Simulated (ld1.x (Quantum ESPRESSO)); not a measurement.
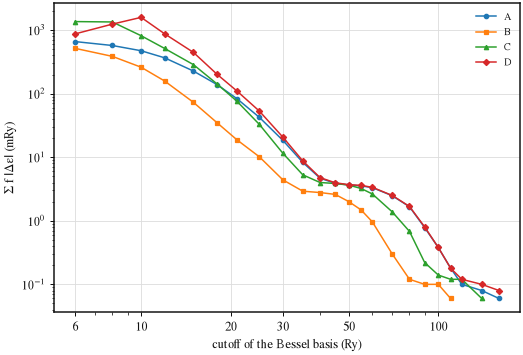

The occupation-weighted error of the valence levels in a spherical-Bessel basis for 4 variants of one potential.

Base settings:

Carbon, norm-conserving Troullier–Martins (Kleinman–Bylander form), made with ld1.x (Quantum ESPRESSO) 7.5 (LDA (PZ), scalar-relativistic). Core [He], reference 2s2 2p2. Waves: 2s (bound): rc 1.10 bohr; 2p (bound): rc 2.10 bohr. Local part: all-electron potential smoothed inside 1.65 bohr (lloc = -2). Core correction: Bessel-smoothed model core, default radius (core density twice the valence density).

Match the curves to these variants:
1. base
2. local potential all-electron potential smoothed inside 2.05 bohr (lloc = -2)
3. all radii scaled by 1.29 (s 1.42, p 2.70 bohr)
4. waves 2s (bound): rc 1.26 bohr

Answer. A = 2, B = 3, C = 4, D = 1.

Of the 4 potentials behind this page, the base run counted, 2 are unsound (ghost states, missed reference levels or an overlap that isn't positive definite).
